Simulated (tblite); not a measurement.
**Run report: Si6H12O, geometry relaxation**

- system: Si6H12O
- method: GFN2-xTB geometry optimisation, gas phase (tblite 0.8.0)

It belongs to a series of runs on one base structure; here: H on Si replaced by OSiH3.

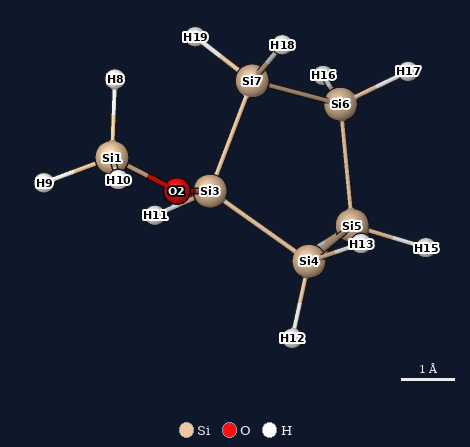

Fig. 1: The starting structure (ball-and-stick view, seen at a tilt; atoms are numbered from 1 in the order of the input).

## Input
```
{"job": {"kind": "relax", "xc": "GFN2-xTB", "basis": "xTB"}, "charge": 0, "multiplicity": 1}
Si    -3.756900     0.276700     0.044300
O     -2.279100    -0.410400     0.230900
Si    -0.753100    -0.402900    -0.431500
Si     0.672600    -1.851500     0.651900
Si     2.706900    -1.161900    -0.192200
Si     2.556500     1.146100    -0.124200
Si     0.305300     1.647800    -0.169400
H     -3.620700     1.757900     0.133900
H     -4.306600    -0.092200    -1.281600
H     -4.678400    -0.199600     1.118400
H     -0.843300    -0.753400    -1.878600
H      0.384400    -3.290300     0.348200
H      0.628000    -1.624700     2.140900
H      2.827100    -1.605700    -1.618400
H      3.858400    -1.670000     0.588500
H      3.269500     1.757700    -1.267100
H      3.162900     1.658300     1.145700
H     -0.103000     2.250000     1.130100
H     -0.040500     2.577400    -1.271300
```

The first line tells a small driver script what to run in tblite; the rest is the geometry in Å.

Hardware: 1 CPU thread, shared host.

Run as:
```bash
OMP_NUM_THREADS=1 python <driver script> task.json out
```

## The program's output
```
step      E/eV     max force
  0    -560.33823    0.854
  1    -560.39140    0.524
  2    -560.44949    0.391
  3    -560.46686    0.395
  4    -560.51808    0.460
  5    -560.53266    0.425
  6    -560.55516    0.372
  7    -560.56537    0.299
  8    -560.57274    0.159
  9    -560.57717    0.180
 10    -560.58213    0.149
 11    -560.58548    0.133
 12    -560.58737    0.112
 13    -560.58861    0.090
 14    -560.58988    0.099
 15    -560.59115    0.097
 16    -560.59218    0.071
 17    -560.59287    0.051
 18    -560.59341    0.050
 19    -560.59405    0.081
 20    -560.59490    0.103
 21    -560.59590    0.108
 22    -560.59712    0.118
 23    -560.59881    0.145
 24    -560.60109    0.169
 25    -560.60347    0.150
 26    -560.60530    0.078
 27    -560.60645    0.081
 28    -560.60743    0.092
 29    -560.60906    0.147
 30    -560.61166    0.172
 31    -560.61501    0.180
 32    -560.61801    0.168
 33    -560.62010    0.114
 34    -560.62165    0.121
 35    -560.62342    0.108
 36    -560.62579    0.147
 37    -560.62887    0.207
 38    -560.63245    0.203
 39    -560.63556    0.125
 40    -560.63748    0.098
 41    -560.63879    0.099
 42    -560.64036    0.115
 43    -560.64308    0.175
 44    -560.64751    0.232
 45    -560.65016    0.259
 46    -560.65661    0.175
 47    -560.65960    0.149
 48    -560.66255    0.119
 49    -560.66399    0.100
 50    -560.66659    0.112
 51    -560.66863    0.106
 52    -560.67118    0.112
 53    -560.67370    0.115
 54    -560.67535    0.097
 55    -560.67660    0.175
 56    -560.67803    0.097
 57    -560.67985    0.067
 58    -560.68226    0.091
 59    -560.68477    0.097
 60    -560.68670    0.085
 61    -560.68785    0.066
 62    -560.68867    0.059
 63    -560.68976    0.067
 64    -560.69149    0.102
 65    -560.69211    0.164
 66    -560.69384    0.212
 67    -560.69547    0.099
 68    -560.69638    0.079
 69    -560.69730    0.081
 70    -560.69803    0.076
 71    -560.69896    0.070
 72    -560.70026    0.070
 73    -560.70164    0.084
 74    -560.70284    0.073
 75    -560.70374    0.091
 76    -560.70445    0.096
 77    -560.70533    0.101
 78    -560.70632    0.073
 79    -560.70727    0.088
 80    -560.70832    0.112
 81    -560.71016    0.120
 82    -560.71202    0.089
 83    -560.71263    0.152
 84    -560.71398    0.075
 85    -560.71485    0.058
 86    -560.71610    0.040
 87    -560.71747    0.081
 88    -560.71840    0.069
 89    -560.71949    0.082
 90    -560.72056    0.071
 91    -560.72182    0.072
 92    -560.72265    0.098
 93    -560.72360    0.083
 94    -560.72463    0.079
 95    -560.72581    0.062
 96    -560.72643    0.084
 97    -560.72747    0.078
 98    -560.72827    0.062
 99    -560.72956    0.055
100    -560.73040    0.063
101    -560.73153    0.077
102    -560.73254    0.075
103    -560.73260    0.110
104    -560.73400    0.063
105    -560.73460    0.055
106    -560.73552    0.062
107    -560.73603    0.056
108    -560.73683    0.045
109    -560.73732    0.059
110    -560.73816    0.048
111    -560.73887    0.047
112    -560.73946    0.040
113    -560.73991    0.039
114    -560.74034    0.072
115    -560.74083    0.089
116    -560.74146    0.094
117    -560.74218    0.074
118    -560.74267    0.074
119    -560.74319    0.073
120    -560.74369    0.050
121    -560.74428    0.037
122    -560.74463    0.039
123    -560.74506    0.051
124    -560.74549    0.049
125    -560.74582    0.050
126    -560.74609    0.042
127    -560.74649    0.054
128    -560.74706    0.059
129    -560.74751    0.042
130    -560.74778    0.042
131    -560.74801    0.032
132    -560.74824    0.037
133    -560.74853    0.042
134    -560.74888    0.049
135    -560.74926    0.056
136    -560.74962    0.053
137    -560.74997    0.050
138    -560.75030    0.047
139    -560.75063    0.051
140    -560.75088    0.041
141    -560.75125    0.045
142    -560.75163    0.046
143    -560.75213    0.039
144    -560.75241    0.040
145    -560.75267    0.033
146    -560.75289    0.037
147    -560.75311    0.040
148    -560.75341    0.048
149    -560.75381    0.054
150    -560.75420    0.045
151    -560.75445    0.039
152    -560.75470    0.040
153    -560.75497    0.043
154    -560.75530    0.044
155    -560.75563    0.044
156    -560.75599    0.047
157    -560.75643    0.041
158    -560.75688    0.045
159    -560.75739    0.042
160    -560.75787    0.047
161    -560.75829    0.053
162    -560.75871    0.057
163    -560.75916    0.062
164    -560.75971    0.057
165    -560.76021    0.046
166    -560.76062    0.052
167    -560.76099    0.047
168    -560.76129    0.039
169    -560.76159    0.035
170    -560.76193    0.049
171    -560.76239    0.065
172    -560.76279    0.060
173    -560.76337    0.045
174    -560.76373    0.031
175    -560.76400    0.046
176    -560.76432    0.051
177    -560.76469    0.039
178    -560.76516    0.041
179    -560.76546    0.039
180    -560.76588    0.053
181    -560.76620    0.052
182    -560.76645    0.037
183    -560.76665    0.033
184    -560.76686    0.039
185    -560.76708    0.041
186    -560.76735    0.053
187    -560.76764    0.051
188    -560.76801    0.048
189    -560.76839    0.051
190    -560.76885    0.059
191    -560.76922    0.074
192    -560.76975    0.063
193    -560.77021    0.065
194    -560.77104    0.059
195    -560.77172    0.056
196    -560.77262    0.120
197    -560.77317    0.120
198    -560.77453    0.089
199    -560.77612    0.096
200    -560.77695    0.086
201    -560.77714    0.111
202    -560.77744    0.095
203    -560.77831    0.049
204    -560.77857    0.036
205    -560.77895    0.042
206    -560.77939    0.039
207    -560.77973    0.047
208    -560.78012    0.049
209    -560.78051    0.056
210    -560.78093    0.044
211    -560.78136    0.041
212    -560.78179    0.068
213    -560.78223    0.054
214    -560.78261    0.069
215    -560.78299    0.055
216    -560.78334    0.043
217    -560.78365    0.040
218    -560.78385    0.038
219    -560.78406    0.024
220    -560.78423    0.024
221    -560.78438    0.025
222    -560.78451    0.025
223    -560.78465    0.025
224    -560.78479    0.025
225    -560.78494    0.028
226    -560.78509    0.027
227    -560.78522    0.025
228    -560.78531    0.020
229    -560.78536    0.016
230    -560.78540    0.013
231    -560.78543    0.012
232    -560.78547    0.013
233    -560.78551    0.013
234    -560.78554    0.013
235    -560.78556    0.013
236    -560.78557    0.010
```

## Trajectory as extended XYZ (Å, eV, eV/Å), 6 of the 237 frames kept, from step=0 to step=236
```
19
Properties=species:S:1:pos:R:3:forces:R:3 step=0 energy=-560.33823
Si   -3.7569    0.2767    0.0443   -0.1790   0.1110   0.1080
O    -2.2791   -0.4104    0.2309   -0.1240   0.2730  -0.4280
Si   -0.7531   -0.4029   -0.4315   -0.4540   0.0840   0.0700
Si    0.6726   -1.8515    0.6519   -0.3680  -0.7030   0.3170
Si    2.7069   -1.1619   -0.1922    0.3180  -0.2090  -0.0740
Si    2.5565    1.1461   -0.1242    0.4250   0.3010   0.1460
Si    0.3053    1.6478   -0.1694   -0.4660   0.2560  -0.0330
H    -3.6207    1.7579    0.1339    0.0690  -0.4680  -0.0320
H    -4.3066   -0.0922   -1.2816    0.2270   0.0430   0.2990
H    -4.6784   -0.1996    1.1184    0.5780   0.0270  -0.3300
H    -0.8433   -0.7534   -1.8786   -0.2000   0.0510   0.2520
H     0.3844   -3.2903    0.3482    0.1170   0.3800   0.3350
H     0.6280   -1.6247    2.1409    0.0280  -0.2720  -0.5250
H     2.8271   -1.6057   -1.6184    0.1240   0.0410   0.4920
H     3.8584   -1.6700    0.5885   -0.1170  -0.0180  -0.3210
H     3.2695    1.7577   -1.2671    0.0040   0.0430   0.2880
H     3.1629    1.6583    1.1457   -0.0520  -0.0600  -0.4940
H    -0.1030    2.2500    1.1301    0.0430   0.0700  -0.3710
H    -0.0405    2.5774   -1.2713    0.0280   0.0520   0.3020
19
Properties=species:S:1:pos:R:3:forces:R:3 step=47 energy=-560.65960
Si   -3.7721    0.1864    0.2815   -0.0520   0.0140  -0.0270
O    -2.2134   -0.2026    0.1237    0.0180   0.0130  -0.0390
Si   -0.7586   -0.2427   -0.6174    0.0310  -0.0580   0.0150
Si    0.4991   -1.9158    0.4033    0.1120   0.0040  -0.0240
Si    2.6992   -1.1379    0.1153   -0.0990  -0.1090   0.0240
Si    2.6181    1.1924   -0.1105    0.0040  -0.0840   0.0060
Si    0.3772    1.7820   -0.4199   -0.0090   0.0290   0.0040
H    -3.8287    1.6349    0.4683   -0.0210  -0.0030   0.0100
H    -4.4946   -0.2277   -0.9203    0.0360   0.0300  -0.0330
H    -4.2149   -0.5788    1.4379    0.0100  -0.0040   0.0930
H    -1.0537   -0.5514   -2.0277   -0.0480   0.0060  -0.0380
H     0.2891   -3.2674   -0.1392    0.0320   0.0120  -0.0180
H     0.1643   -2.1022    1.8243    0.0360   0.0270   0.0140
H     3.2069   -1.7179   -1.1401    0.0160   0.0190   0.0150
H     3.6740   -1.6313    1.0979   -0.0570   0.0360   0.0090
H     3.4473    1.6110   -1.2455    0.0120   0.0470  -0.0440
H     3.2520    1.8908    1.0142   -0.0210   0.0000   0.0290
H    -0.1094    2.5882    0.7097    0.0020   0.0230   0.0270
H     0.2085    2.6992   -1.5572   -0.0010   0.0020  -0.0240
19
Properties=species:S:1:pos:R:3:forces:R:3 step=94 energy=-560.72463
Si   -3.4765    0.0012    0.7634    0.0500   0.0120   0.0380
O    -2.0852    0.3133    0.0033   -0.0570  -0.0540  -0.0070
Si   -0.8444   -0.0353   -1.0122    0.0010   0.0530   0.0180
Si    0.3206   -1.8643   -0.1505    0.0060  -0.0620  -0.0290
Si    2.4215   -1.0867    0.5353   -0.0480  -0.0140   0.0160
Si    2.6037    1.1549   -0.1037    0.0290   0.0080   0.0170
Si    0.5118    1.8635   -0.8745    0.0040  -0.0190   0.0040
H    -3.9296    1.3051    1.2383    0.0250  -0.0010  -0.0010
H    -4.4198   -0.5909   -0.1834    0.0200  -0.0150   0.0000
H    -3.1650   -0.9225    1.8576   -0.0100   0.0290  -0.0500
H    -1.5025   -0.2949   -2.3069    0.0160   0.0270   0.0270
H     0.4550   -2.9179   -1.1731    0.0260   0.0220   0.0250
H    -0.3909   -2.5564    0.9355    0.0080   0.0080   0.0020
H     3.5149   -1.9201    0.0228    0.0080  -0.0120  -0.0290
H     2.5924   -1.2075    1.9901   -0.0130  -0.0170   0.0170
H     3.6368    1.3306   -1.1344   -0.0120  -0.0090  -0.0060
H     3.1259    1.9692    1.0031   -0.0210   0.0120  -0.0160
H    -0.0233    2.8836    0.0364   -0.0280   0.0360   0.0000
H     0.6450    2.5844   -2.1486   -0.0040  -0.0040  -0.0270
19
Properties=species:S:1:pos:R:3:forces:R:3 step=142 energy=-560.75163
Si   -3.0097   -0.0831    1.1048    0.0030  -0.0130   0.0440
O    -1.9797    0.3674   -0.0488    0.0150  -0.0050  -0.0130
Si   -0.9063    0.0469   -1.2544   -0.0120   0.0060  -0.0240
Si    0.2587   -1.8594   -0.5796   -0.0220   0.0000   0.0150
Si    1.9499   -1.0284    0.8065    0.0050  -0.0030  -0.0130
Si    2.4247    1.1348    0.0462   -0.0080  -0.0140   0.0250
Si    0.5563    1.8636   -1.1618    0.0040   0.0120  -0.0110
H    -3.4625    1.1701    1.6958   -0.0020   0.0200  -0.0120
H    -4.0931   -0.8528    0.4989   -0.0160   0.0050  -0.0120
H    -2.2620   -0.9099    2.0542    0.0100   0.0040   0.0020
H    -1.7752   -0.0665   -2.4378   -0.0100  -0.0080  -0.0070
H     0.8393   -2.5307   -1.7541    0.0070  -0.0120  -0.0080
H    -0.5642   -2.9049    0.0492    0.0130   0.0140  -0.0170
H     3.1290   -1.8972    0.9122    0.0060  -0.0010   0.0050
H     1.4581   -0.9563    2.1916    0.0140  -0.0160   0.0240
H     3.6117    1.1174   -0.8196    0.0290   0.0000  -0.0100
H     2.8343    2.0419    1.1261   -0.0080   0.0110   0.0200
H    -0.0044    3.1070   -0.6145   -0.0040   0.0000  -0.0040
H     0.9852    2.2494   -2.5168   -0.0230   0.0020  -0.0060
19
Properties=species:S:1:pos:R:3:forces:R:3 step=189 energy=-560.76839
Si   -2.8999    0.1529    1.1723    0.0310  -0.0140  -0.0250
O    -2.0013    0.1354   -0.1612   -0.0200  -0.0060   0.0350
Si   -0.9124   -0.1019   -1.3672    0.0110  -0.0250   0.0210
Si    0.3499   -1.9577   -0.7211   -0.0100  -0.0260  -0.0430
Si    1.9670   -1.1168    0.7452    0.0070   0.0120   0.0140
Si    2.2006    1.1687    0.2670    0.0170  -0.0150   0.0060
Si    0.4849    1.7619   -1.2193    0.0030   0.0040   0.0170
H    -3.1303    1.5611    1.4883    0.0110  -0.0010   0.0010
H    -4.1400   -0.5535    0.8611    0.0000  -0.0070   0.0110
H    -2.1298   -0.5235    2.2200   -0.0060   0.0130  -0.0270
H    -1.8019   -0.2442   -2.5300    0.0060   0.0090  -0.0260
H     1.0173   -2.5316   -1.9067   -0.0340   0.0180   0.0330
H    -0.4148   -3.0899   -0.1773    0.0120   0.0090   0.0040
H     3.2446   -1.8440    0.6913   -0.0220   0.0180   0.0000
H     1.5437   -1.3048    2.1428    0.0110   0.0050  -0.0030
H     3.5231    1.4402   -0.3192   -0.0130   0.0060   0.0110
H     2.2218    1.9828    1.4934   -0.0190  -0.0120  -0.0270
H    -0.1961    3.0094   -0.8415    0.0240   0.0020  -0.0060
H     1.0642    2.0647   -2.5395   -0.0100   0.0100   0.0020
19
Properties=species:S:1:pos:R:3:forces:R:3 step=236 energy=-560.78557
Si   -2.5787    0.2903    1.1786   -0.0060  -0.0070  -0.0030
O    -2.0948   -0.0310   -0.3210    0.0010   0.0010  -0.0010
Si   -0.9428   -0.1884   -1.4893   -0.0050  -0.0040  -0.0030
Si    0.3345   -2.0205   -0.8079    0.0020   0.0050  -0.0030
Si    1.8731   -1.1536    0.7312   -0.0020   0.0010   0.0000
Si    1.9109    1.1737    0.4510   -0.0020   0.0020  -0.0010
Si    0.4127    1.7004   -1.2725    0.0040   0.0060   0.0020
H    -2.6564    1.7442    1.3139    0.0040   0.0010   0.0040
H    -3.8767   -0.3619    1.3060    0.0010   0.0020   0.0010
H    -1.5769   -0.2614    2.0964    0.0010   0.0020   0.0020
H    -1.8123   -0.3160   -2.6681    0.0020   0.0000  -0.0010
H     1.0471   -2.5800   -1.9697   -0.0030  -0.0020   0.0000
H    -0.4209   -3.1661   -0.2819   -0.0010  -0.0030   0.0010
H     3.2110   -1.7463    0.5930    0.0030  -0.0010   0.0020
H     1.5053   -1.5023    2.1128    0.0010   0.0000  -0.0010
H     3.2697    1.6765    0.2007   -0.0020   0.0000   0.0000
H     1.5405    1.8480    1.7050   -0.0010   0.0050   0.0010
H    -0.2976    2.9683   -1.0494    0.0020  -0.0040   0.0020
H     1.1425    1.9355   -2.5305    0.0010  -0.0030   0.0000
```

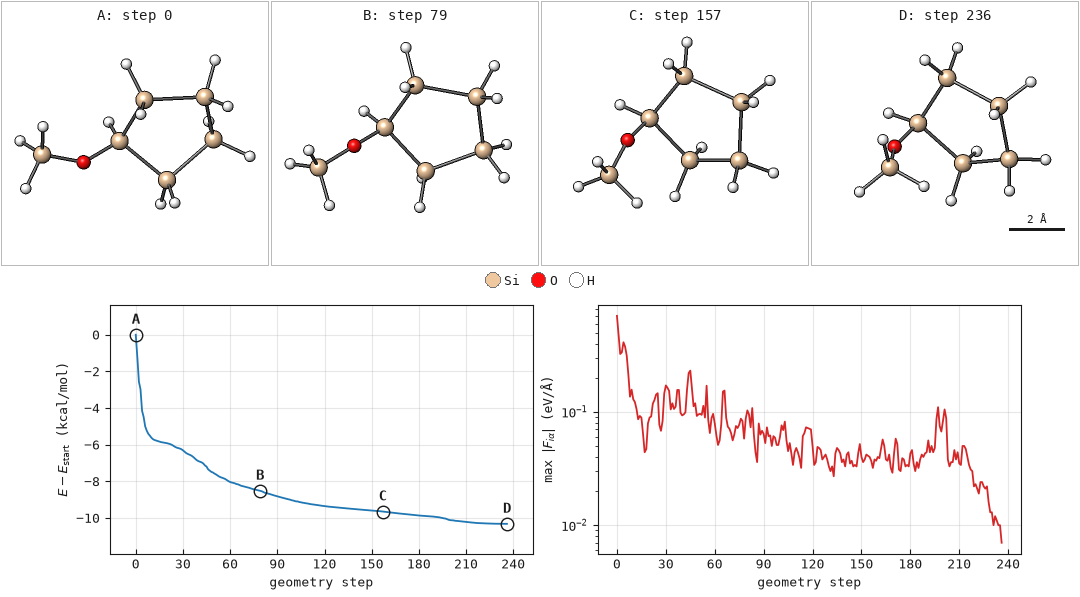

Fig. 2: Frames of the relaxation (ball-and-stick view, seen at a tilt) above the curves, on which the letters mark them (steps are counted from 0).

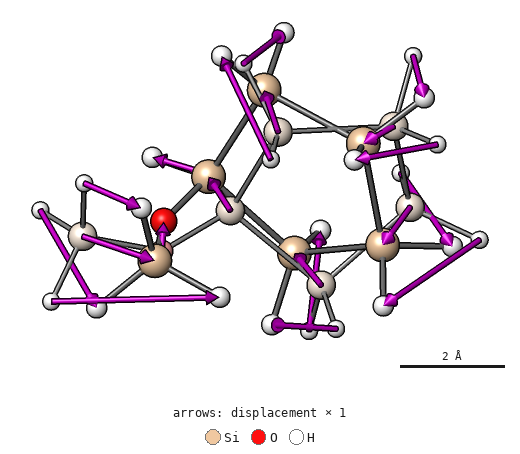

Fig. 3: Start (faint) and end (solid) with the displacements as pink arrows, at true length (ball-and-stick view, seen at a tilt). The two geometries are laid on each other by the best rigid fit. Over 236 geometry steps the energy falls by 10.3 kcal/mol. Largest force component: 0.7 eV/Å at the start, 0.007 eV/Å at the end. The atom that moves furthest after the best rigid fit is H10 (3.28 Å). By element the largest moves are H 3.28 Å, Si 1.62 Å, O 0.62 Å. Among the contacts that change: Si4–H13 1.507 → 1.470 Å, Si4–Si5 2.308 → 2.343 Å, Si1–O2 1.640 → 1.608 Å, Si3–Si4 2.303 → 2.335 Å. Among the angles that change: Si1–O2–Si3 141.2° → 152.9°, O2–Si3–H11 109.3° → 99.4°, Si4–Si3–H11 110.2° → 119.3°. (Atoms are counted from 1 in the order of the input.)

## Results in brief

- outcome: converged
- total energy: −560.7856 eV
- wall time: 3.3 s
- peak memory: 0.18 GiB
